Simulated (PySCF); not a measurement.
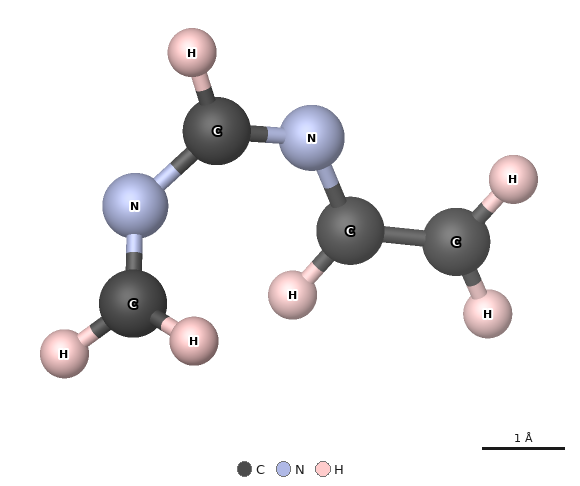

Starting structure of C$_{4}$H$_{6}$N$_{2}$. A ball-and-stick model, seen at a tilt.

The start comes from GFN2-xTB.

Theory: PBE0-D3(BJ)/def2-SVP geometry optimisation, gas phase in PySCF 2.14.0, density-fitted response routines.

```xyz
12

C     1.6697   -1.3620   -0.8094
C     0.6728   -0.5292   -0.5250
N     0.9307    0.7538   -0.1054
C     0.0507    1.5027    0.4300
N    -1.2738    1.2550    0.5748
C    -1.8696    0.3124    1.1457
H     1.4846   -2.3665   -1.1446
H     2.6928   -1.0541   -0.6877
H    -0.3666   -0.8512   -0.6366
H     0.3394    2.5208    0.6709
H    -1.3948   -0.3851    1.8394
H    -2.9347    0.2027    0.9865
```

Where does the relaxation end?

H11 moves most after the best rigid fit: 0.37 Å. Largest moves by element: H 0.37 Å, N 0.24 Å, C 0.12 Å. Among the contacts that change: C4–N5 1.355 → 1.388 Å, C6–H12 1.083 → 1.100 Å, C1–H7 1.075 → 1.092 Å, C2–N3 1.374 → 1.390 Å. Among the angles between lasting bonds that change: C4–N5–C6 130.6° → 123.6°, C2–N3–C4 123.2° → 121.1°. Groups turn about C4–N5 by about 25°. After 10 geometry steps the energy has fallen by 2.61 kcal/mol. The largest force component goes from 0.65 to 0.02 eV/Å.

The structure at the end:

```xyz
12

C     1.7295   -1.3920   -0.8466
C     0.7292   -0.5373   -0.5971
N     0.9688    0.7098   -0.0324
C     0.0113    1.4276    0.4081
N    -1.3471    1.1447    0.3796
C    -1.9227    0.3949    1.2165
H     1.5367   -2.3680   -1.2959
H     2.7582   -1.1226   -0.5943
H    -0.3033   -0.8148   -0.8592
H     0.2385    2.4396    0.7793
H    -1.3963   -0.0878    2.0608
H    -3.0016    0.2054    1.1201
```

After the run, drawn alike:

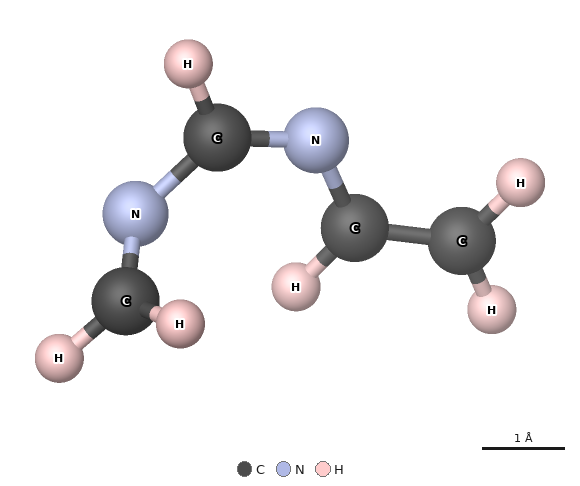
